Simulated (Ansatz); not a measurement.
# BF₉Si₃ (SMILES F[Si](F)(F)B([Si](F)(F)F)[Si](F)(F)F): what the fields show

The calculation's input:

```
crystal:
  periodic: [false, false, false]
  atoms:
    - {symbol: F, position_ang: [-0.020968, 1.828440, -2.385567]}
    - {symbol: Si, position_ang: [-0.638554, 0.490983, -1.827713]}
    - {symbol: F, position_ang: [-0.263417, -0.659280, -2.838030]}
    - {symbol: F, position_ang: [-2.204245, 0.670780, -1.795897]}
    - {symbol: B, position_ang: [0.001697, -0.002792, 0.000315]}
    - {symbol: Si, position_ang: [1.305326, 1.173762, 0.955206]}
    - {symbol: F, position_ang: [0.675807, 2.607784, 1.133791]}
    - {symbol: F, position_ang: [2.625792, 1.283431, 0.101402]}
    - {symbol: F, position_ang: [1.710349, 0.654791, 2.386302]}
    - {symbol: Si, position_ang: [-0.661933, -1.672894, 0.875430]}
    - {symbol: F, position_ang: [-1.387371, -1.298227, 2.223758]}
    - {symbol: F, position_ang: [-1.683935, -2.494115, 0.002240]}
    - {symbol: F, position_ang: [0.561852, -2.617463, 1.183362]}
basis:
  gaussian: {orbitals: def2-TZVPP}
hamiltonian: {xc: pbe0, dispersion: d4}
output: {orbitals: {seedname: orbitals}}
```

Launched as:

```sh
ansatz run in.yaml --threads 4 --pin off --events-out ev --progress --plain --max-ram 46080MiB --backend cuda --devices 0, --max-vram 37GiB
```

Geometry: PBE0-D4/def2-TZVP.

Level of theory: RKS PBE0-D4/def2-TZVPP (Ansatz).

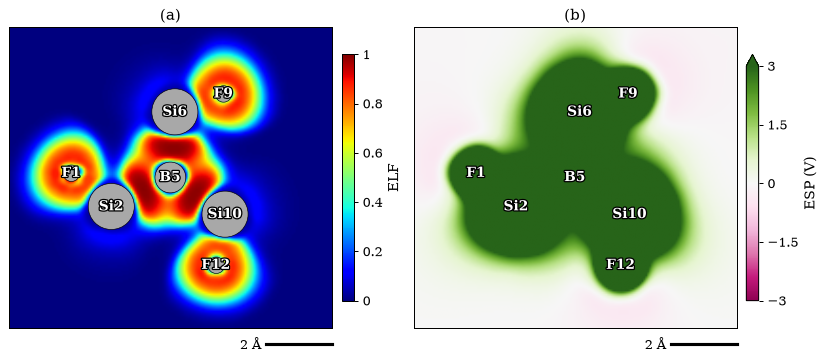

Figure 1. (a) ELF; (b) molecular electrostatic potential on the plane of atoms Si2, B5 and Si10. Grey discs cover the atomic cores in the ELF map.

Read the bonding off the picture.

Answer. Atoms in the plane: F, Si and B. Si–F (1.58 Å): the ELF peaks at about 0.85 in the valence shell of F, 0.6 Å from its nucleus, and is about 0.50 at the midpoint. Si–B (2.00 Å): the ELF peaks at about 1 between the atoms: localised, covalent bonding. The ELF also peaks beside F12, F1 and F9, away from the bonds: lone-pair regions. Outside the dense part of the molecule the potential is most negative (−0.4 V) near F1, F9 and F12.

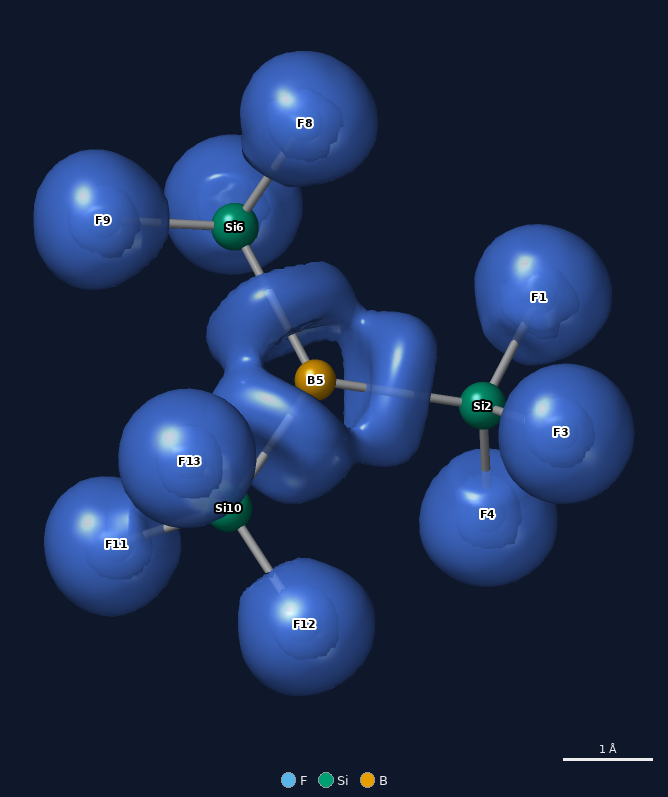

Figure 2. Isosurface of the electron localisation function at 0.75 (blue), seen at a tilt. Only the valence region is drawn (cores and ρ < 0.01 e/Å³ removed).

Identify the bonds, lone pairs and shells in this picture.

Answer. At this value the surface marks out one region on B in which the atom's valence shell and bonds are merged and nine regions wrapped around F (its lone pairs, merged into a ring or cap).

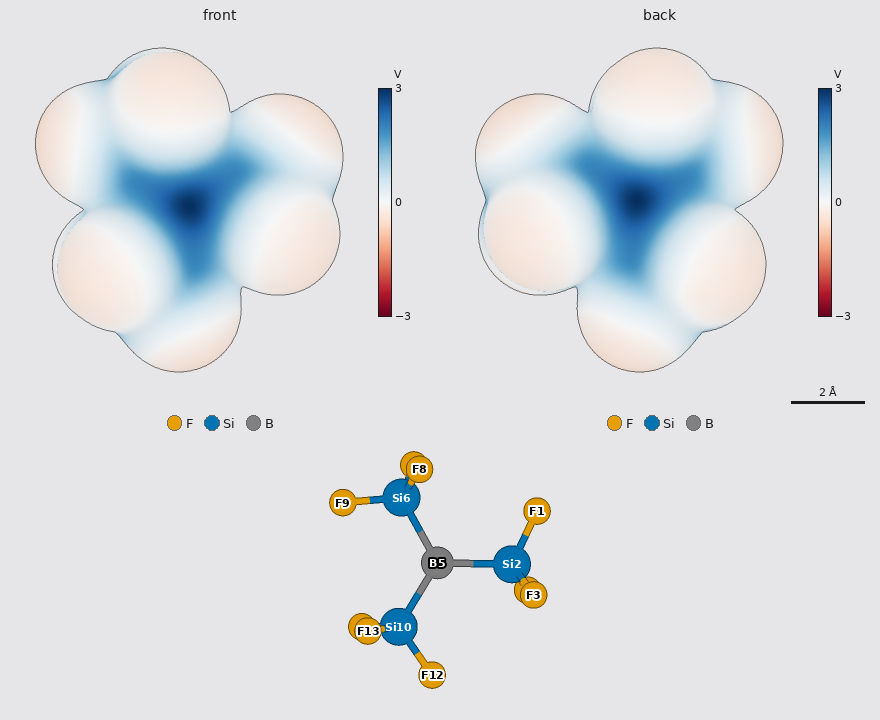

Figure 3. The molecular electrostatic potential painted on the density surface at 0.001 e/bohr³, seen from the front and from behind; red is negative and blue positive. The bare structure is drawn below in the same view.

Describe the electrostatic potential map.

Answer. The most negative region (about −0.4 V) lies over F1, F9 and F12, the most positive (about +2.8 V) over B5.
